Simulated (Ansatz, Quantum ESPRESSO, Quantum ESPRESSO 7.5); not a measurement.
# vacuum gap of 4.0 Å between two Li(100) faces: ballistic transmission

Aim: the zero-bias transmission with pwcond for this junction: vacuum gap of 4.0 Å between two Li(100) faces.

Program: Quantum ESPRESSO 7.5. Level of theory: plane-wave DFT, LDA, GBRV ultrasoft pseudopotentials (cross-check by Ansatz 0.2.0 with PAW datasets). Results are calculated unless marked as measured.

### 1. The starting structure

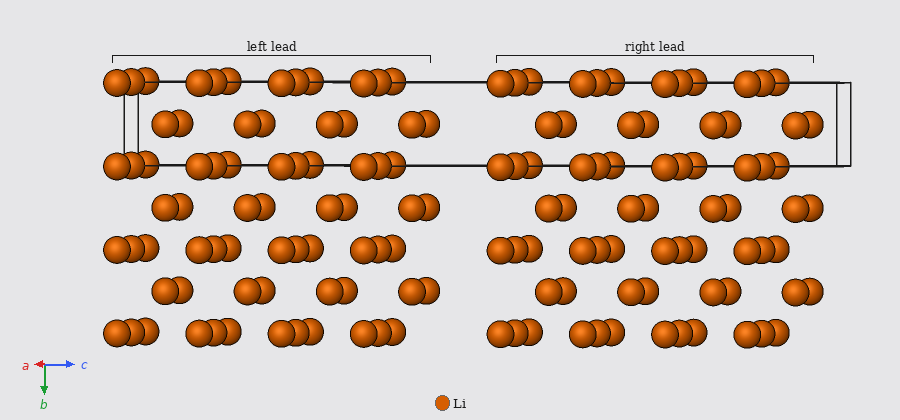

Start, viewed from the side, with the c axis across the page; lithium orange. 2×3×1 cells are drawn. Some periodic images of atoms are drawn too.

The cell holds 16 atoms: 16 Li. Its edges and angles: a = 3.440 Å, b = 3.440 Å, c = 29.800 Å, α = 90.0°, β = 90.0°, γ = 90.0°. It derives from Li. Regions: left lead, 8 atoms (8 Li); right lead, 8 atoms (8 Li). The structure is stacked along c, and the current runs across the ab planes.

### 2. SCF with pw.x

One periodic cell holds a stretch of lead, the junction and more lead; the atoms stay as built.

Contents of scf.in:

```
&control
  prefix = 'scf'
  outdir = './out'
  pseudo_dir = './pseudo'
  calculation = 'scf'
  tprnfor = .true.
/
&system
  ibrav = 0
  nat = 16
  ntyp = 1
  ecutwfc = 40
  ecutrho = 200
  occupations = 'smearing'
  smearing = 'mv'
  degauss = 0.01
/
&electrons
  conv_thr = 1e-07
  mixing_beta = 0.25
  electron_maxstep = 120
  mixing_mode = 'local-TF'
/
ATOMIC_SPECIES
  Li  6.9400  li_lda_v1.4.uspp.F.UPF
CELL_PARAMETERS angstrom
  3.44000000000000 0.00000000000000 0.00000000000000
  0.00000000000000 3.44000000000000 0.00000000000000
  0.00000000000000 0.00000000000000 29.80000000000000
ATOMIC_POSITIONS crystal
  Li  0.000000000000 0.000000000000 0.000000000000
  Li  0.500000000000 0.500000000000 0.057718120805
  Li  0.000000000000 0.000000000000 0.115436241611
  Li  0.500000000000 0.500000000000 0.173154362416
  Li  0.000000000000 0.000000000000 0.230872483221
  Li  0.500000000000 0.500000000000 0.288590604027
  Li  0.000000000000 0.000000000000 0.346308724832
  Li  0.500000000000 0.500000000000 0.404026845638
  Li  0.000000000000 0.000000000000 0.538255033557
  Li  0.500000000000 0.500000000000 0.595973154362
  Li  0.000000000000 0.000000000000 0.653691275168
  Li  0.500000000000 0.500000000000 0.711409395973
  Li  0.000000000000 0.000000000000 0.769127516779
  Li  0.500000000000 0.500000000000 0.826845637584
  Li  0.000000000000 0.000000000000 0.884563758389
  Li  0.500000000000 0.500000000000 0.942281879195
K_POINTS automatic
  7 7 1 0 0 0
```

Command:

```console
$ OMP_NUM_THREADS=1 mpirun -n 2 pw.x -nk 2 -in scf.in > scf.out
```

The log of the run:

```text
Program PWSCF v.7.5 starts
[citation notice left out]

     Parallel version (MPI & OpenMP), running on       2 processor cores
     Number of MPI processes:                 2
     Threads/MPI process:                     1

     MPI processes distributed on     1 nodes
[...]
Current dimensions of program PWSCF are:
     Max number of different atomic species (ntypx) = 10
     Max number of k-points (npk) =  40000
     Max angular momentum in pseudopotentials (lmaxx) =  4
     Message from routine setup:
     using ibrav=0 with symmetry is DISCOURAGED, use correct ibrav instead

     K-points division:     npool     =       2
     Subspace diagonalization in iterative solution of the eigenvalue problem:
     a serial algorithm will be used

     G-vector sticks info
     --------------------
     sticks:   dense  smooth     PW     G-vecs:    dense   smooth      PW
     Sum         673     545    161               113837    81331   13187

     Using Slab Decomposition

     bravais-lattice index     =            0
     lattice parameter (alat)  =       6.5007  a.u.
     unit-cell volume          =    2379.7413 (a.u.)^3
     number of atoms/cell      =           16
     number of atomic types    =            1
     number of electrons       =        48.00
     number of Kohn-Sham states=           29
     kinetic-energy cutoff     =      40.0000  Ry
     charge density cutoff     =     200.0000  Ry
     scf convergence threshold =      1.0E-07
     mixing beta               =       0.2500
     number of iterations used =            8  local-TF  mixing
     Exchange-correlation=  SLA  PZ   NOGX NOGC
                           (   1   1   0   0   0   0   0)

     celldm(1)=   6.500658  celldm(2)=   0.000000  celldm(3)=   0.000000
     celldm(4)=   0.000000  celldm(5)=   0.000000  celldm(6)=   0.000000

     crystal axes: (cart. coord. in units of alat)
               a(1) = (   1.000000   0.000000   0.000000 )
               a(2) = (   0.000000   1.000000   0.000000 )
               a(3) = (   0.000000   0.000000   8.662791 )

     reciprocal axes: (cart. coord. in units 2 pi/alat)
               b(1) = (  1.000000  0.000000  0.000000 )
               b(2) = (  0.000000  1.000000  0.000000 )
               b(3) = (  0.000000  0.000000  0.115436 )

     PseudoPot. # 1 for Li read from file:
     ./pseudo/li_lda_v1.4.uspp.F.UPF
     Pseudo is Ultrasoft, Zval =  3.0
     Generated by new atomic code, or converted to UPF format
     Using radial grid of  751 points,  5 beta functions with:
                l(1) =   0
                l(2) =   0
                l(3) =   0
                l(4) =   1
                l(5) =   1
     Q(r) pseudized with 10 coefficients,  rinner =    1.150   1.150   1.150

     atomic species   valence    mass     pseudopotential
     Li                3.00     6.94000     Li( 1.00)

      8 Sym. Ops. (no inversion) found

   Cartesian axes

     site n.     atom                  positions (alat units)
         1        Li     tau(   1) = (   0.0000000   0.0000000   0.0000000  )
         2        Li     tau(   2) = (   0.5000000   0.5000000   0.5000000  )
         3        Li     tau(   3) = (   0.0000000   0.0000000   1.0000000  )
         4        Li     tau(   4) = (   0.5000000   0.5000000   1.5000000  )
         5        Li     tau(   5) = (   0.0000000   0.0000000   2.0000000  )
         6        Li     tau(   6) = (   0.5000000   0.5000000   2.5000000  )
         7        Li     tau(   7) = (   0.0000000   0.0000000   3.0000000  )
         8        Li     tau(   8) = (   0.5000000   0.5000000   3.5000000  )
         9        Li     tau(   9) = (   0.0000000   0.0000000   4.6627907  )
        10        Li     tau(  10) = (   0.5000000   0.5000000   5.1627907  )
        11        Li     tau(  11) = (   0.0000000   0.0000000   5.6627907  )
        12        Li     tau(  12) = (   0.5000000   0.5000000   6.1627907  )
        13        Li     tau(  13) = (   0.0000000   0.0000000   6.6627907  )
        14        Li     tau(  14) = (   0.5000000   0.5000000   7.1627907  )
        15        Li     tau(  15) = (   0.0000000   0.0000000   7.6627907  )
        16        Li     tau(  16) = (   0.5000000   0.5000000   8.1627907  )

     number of k points=    10  Marzari-Vanderbilt smearing, width (Ry)=  0.0100
                       cart. coord. in units 2pi/alat
        k(    1) = (   0.0000000   0.0000000   0.0000000), wk =   0.0408163
        k(    2) = (   0.0000000   0.1428571   0.0000000), wk =   0.1632653
        k(    3) = (   0.0000000   0.2857143   0.0000000), wk =   0.1632653
        k(    4) = (   0.0000000   0.4285714   0.0000000), wk =   0.1632653
        k(    5) = (   0.1428571   0.1428571   0.0000000), wk =   0.1632653
        k(    6) = (   0.1428571   0.2857143   0.0000000), wk =   0.3265306
        k(    7) = (   0.1428571   0.4285714   0.0000000), wk =   0.3265306
        k(    8) = (   0.2857143   0.2857143   0.0000000), wk =   0.1632653
        k(    9) = (   0.2857143   0.4285714   0.0000000), wk =   0.3265306
        k(   10) = (   0.4285714   0.4285714   0.0000000), wk =   0.1632653

     Dense  grid:   113837 G-vectors     FFT dimensions: (  30,  30, 256)

     Smooth grid:    81331 G-vectors     FFT dimensions: (  27,  27, 240)

     Estimated max dynamical RAM per process >     198.72 MB

     Estimated total dynamical RAM >     369.65 MB

     Initial potential from superposition of free atoms

     starting charge      40.7879, renormalised to      48.0000
     Starting wfcs are   80 randomized atomic wfcs

     total cpu time spent up to now is        5.9 secs

     per-process dynamical memory:   118.6 Mb

     Self-consistent Calculation

     iteration #  1     ecut=    40.00 Ry     beta= 0.25
     Davidson diagonalization with overlap
     ethr =  1.00E-02,  avg # of iterations =  1.8

     total cpu time spent up to now is       11.8 secs

     total energy              =    -229.88305640 Ry
     estimated scf accuracy    <       2.96151984 Ry

     iteration #  2     ecut=    40.00 Ry     beta= 0.25
[...]
total energy              =    -228.60372414 Ry
     estimated scf accuracy    <       1.99627768 Ry

     iteration #  3     ecut=    40.00 Ry     beta= 0.25
[...]
total energy              =    -228.61671564 Ry
     estimated scf accuracy    <       0.13088953 Ry

     iteration #  4     ecut=    40.00 Ry     beta= 0.25
[...]
total energy              =    -228.66916365 Ry
     estimated scf accuracy    <       0.18454061 Ry

     iteration #  7     ecut=    40.00 Ry     beta= 0.25
[...]
total energy              =    -228.66281681 Ry
     estimated scf accuracy    <       0.06827508 Ry

     iteration #  8     ecut=    40.00 Ry     beta= 0.25
[...]
total energy              =    -228.66657946 Ry
     estimated scf accuracy    <       0.01122579 Ry

     iteration #  9     ecut=    40.00 Ry     beta= 0.25
[...]
total energy              =    -228.66726807 Ry
     estimated scf accuracy    <       0.02160787 Ry

     iteration # 10     ecut=    40.00 Ry     beta= 0.25
[...]
total energy              =    -228.66744218 Ry
     estimated scf accuracy    <       0.01672320 Ry

     iteration # 11     ecut=    40.00 Ry     beta= 0.25
[...]
total energy              =    -228.66721522 Ry
     estimated scf accuracy    <       0.02013514 Ry

     iteration # 12     ecut=    40.00 Ry     beta= 0.25
[...]
total energy              =    -228.66729351 Ry
     estimated scf accuracy    <       0.01331982 Ry

     iteration # 13     ecut=    40.00 Ry     beta= 0.25
[...]
total energy              =    -228.66651038 Ry
     estimated scf accuracy    <       0.01387876 Ry

     iteration # 14     ecut=    40.00 Ry     beta= 0.25
[...]
total energy              =    -228.66887502 Ry
     estimated scf accuracy    <       0.03411997 Ry

[...]
iteration # 24     ecut=    40.00 Ry     beta= 0.25
[...]
total energy              =    -228.66707423 Ry
     estimated scf accuracy    <       0.00000673 Ry

     iteration # 25     ecut=    40.00 Ry     beta= 0.25
[...]
c_bands:  1 eigenvalues not converged
[...]
total energy              =    -228.66707622 Ry
     estimated scf accuracy    <       0.00009738 Ry

     iteration # 26     ecut=    40.00 Ry     beta= 0.25
[...]
total energy              =    -228.66707611 Ry
     estimated scf accuracy    <       0.00002002 Ry

     iteration # 27     ecut=    40.00 Ry     beta= 0.25
[...]
total energy              =    -228.66707705 Ry
     estimated scf accuracy    <       0.00000050 Ry

     iteration # 28     ecut=    40.00 Ry     beta= 0.25
[...]
total energy              =    -228.66707711 Ry
     estimated scf accuracy    <       0.00000269 Ry

     iteration # 29     ecut=    40.00 Ry     beta= 0.25
[...]
total energy              =    -228.66707714 Ry
     estimated scf accuracy    <       0.00000043 Ry

     iteration # 30     ecut=    40.00 Ry     beta= 0.25
[...]
total energy              =    -228.66707713 Ry
     estimated scf accuracy    <       0.00000017 Ry

     iteration # 31     ecut=    40.00 Ry     beta= 0.25
[...]
End of self-consistent calculation

          k = 0.0000 0.0000 0.0000 ( 10265 PWs)   bands (ev):

   -45.7789 -45.7788 -45.1004 -45.1003 -45.0825 -45.0809 -45.0558 -45.0533
   -45.0518 -45.0460 -45.0458 -45.0382 -45.0356 -45.0353 -45.0149 -45.0149
    -2.9131  -2.8076  -2.6819  -2.4279  -2.2020  -1.7490  -1.4858  -0.7765
    -0.5951   0.4805   0.4966   1.9035   1.9907

          k = 0.0000 0.1429 0.0000 ( 10199 PWs)   bands (ev):

   -45.7786 -45.7785 -45.0998 -45.0998 -45.0812 -45.0798 -45.0546 -45.0521
   -45.0511 -45.0455 -45.0454 -45.0389 -45.0360 -45.0359 -45.0156 -45.0156
    -2.7230  -2.6179  -2.4914  -2.2391  -2.0111  -1.5632  -1.2944  -0.5984
    -0.4058   0.6402   0.6717   2.0373   2.1013

          k = 0.0000 0.2857 0.0000 ( 10177 PWs)   bands (ev):

   -45.7778 -45.7778 -45.0985 -45.0985 -45.0780 -45.0773 -45.0520 -45.0490
   -45.0488 -45.0443 -45.0443 -45.0414 -45.0374 -45.0374 -45.0172 -45.0172
    -2.1484  -2.0446  -1.9169  -1.6713  -1.4397  -1.0116  -0.7325  -0.0911
     0.1241   1.0147   1.0771   1.9282   1.9666

          k = 0.0000 0.4286 0.0000 ( 10167 PWs)   bands (ev):

   -45.7773 -45.7772 -45.0975 -45.0974 -45.0753 -45.0752 -45.0489 -45.0458
   -45.0457 -45.0450 -45.0432 -45.0432 -45.0393 -45.0393 -45.0188 -45.0188
    -1.1772  -1.0776  -0.9517  -0.7245  -0.4980  -0.1294   0.1356   0.2064
     0.2948   0.4077   0.5776   0.5827   0.7423

          k = 0.1429 0.1429 0.0000 ( 10231 PWs)   bands (ev):

   -45.7782 -45.7782 -45.0993 -45.0992 -45.0800 -45.0789 -45.0536 -45.0510
   -45.0503 -45.0450 -45.0450 -45.0396 -45.0364 -45.0364 -45.0161 -45.0161
    -2.5332  -2.4281  -2.3006  -2.0495  -1.8191  -1.3750  -1.1005  -0.4147
    -0.2110   0.8132   0.8589   2.2060   2.2546

          k = 0.1429 0.2857 0.0000 ( 10179 PWs)   bands (ev):

   -45.7775 -45.7775 -45.0981 -45.0981 -45.0772 -45.0767 -45.0513 -45.0482
   -45.0481 -45.0439 -45.0439 -45.0417 -45.0375 -45.0375 -45.0174 -45.0174
    -1.9603  -1.8559  -1.7264  -1.4801  -1.2448  -0.8164  -0.5304   0.1102
     0.3372   1.2326   1.3071   2.1197   2.1532

[...]
the Fermi energy is     0.5902 ev

!    total energy              =    -228.66707711 Ry
     estimated scf accuracy    <       0.00000004 Ry
     smearing contrib. (-TS)   =       0.00037343 Ry
     internal energy E=F+TS    =    -228.66745054 Ry

     The total energy is F=E-TS. E is the sum of the following terms:
     one-electron contribution =    -194.22462848 Ry
     hartree contribution      =      76.82544733 Ry
     xc contribution           =     -50.69888480 Ry
     ewald contribution        =     -60.56938459 Ry

     convergence has been achieved in  31 iterations

     Forces acting on atoms (cartesian axes, Ry/au):

     atom    1 type  1   force =     0.00000000    0.00000000   -0.00060888
     atom    2 type  1   force =     0.00000000    0.00000000    0.00013272
     atom    3 type  1   force =     0.00000000    0.00000000    0.00071182
     atom    4 type  1   force =     0.00000000    0.00000000   -0.00004640
     atom    5 type  1   force =     0.00000000    0.00000000   -0.00016646
     atom    6 type  1   force =     0.00000000    0.00000000    0.00050053
     atom    7 type  1   force =     0.00000000    0.00000000   -0.00533996
     atom    8 type  1   force =     0.00000000    0.00000000    0.00845031
     atom    9 type  1   force =     0.00000000    0.00000000   -0.00845507
     atom   10 type  1   force =     0.00000000    0.00000000    0.00534791
     atom   11 type  1   force =     0.00000000    0.00000000   -0.00049937
     atom   12 type  1   force =     0.00000000    0.00000000    0.00016352
     atom   13 type  1   force =     0.00000000    0.00000000    0.00004384
     atom   14 type  1   force =     0.00000000    0.00000000   -0.00070633
     atom   15 type  1   force =     0.00000000    0.00000000   -0.00013393
     atom   16 type  1   force =     0.00000000    0.00000000    0.00060574

     Total force =     0.014225     Total SCF correction =     0.000311

[...]
=------------------------------------------------------------------------------=
   JOB DONE.
=------------------------------------------------------------------------------=
```

The job ended after 3.3 min (2 MPI ranks of Arm Neoverse N1, shared host; peak memory 0.4 GiB; 6.4 min of CPU time).

Read from the output:

| Quantity | Value |
| --- | --- |
| free energy | -3111.1741 eV |
| Fermi energy | 0.5902 eV |

The run needed 31 iterations to bring the estimated error under 1e-07 Ry; the largest force on any atom, held or free, is 0.22 eV/Å.

(Continued in part 2 of 3.)

[Logs are printed without paths, hosts, clocks, repeated set-up lines and the standing remarks that a program may print on its own settings, such as how far it seeks lower states.]

[Hosts, paths, dates, database ids (printed as entryN), source tags and the programs' standing remarks are cut or masked in the printed files.]

[Maps of the electrostatic potential energy from Ansatz leave out the sawtooth potential of an applied field or a dipole correction, so their vacuum need not be flat; planar profiles and work functions include it.]
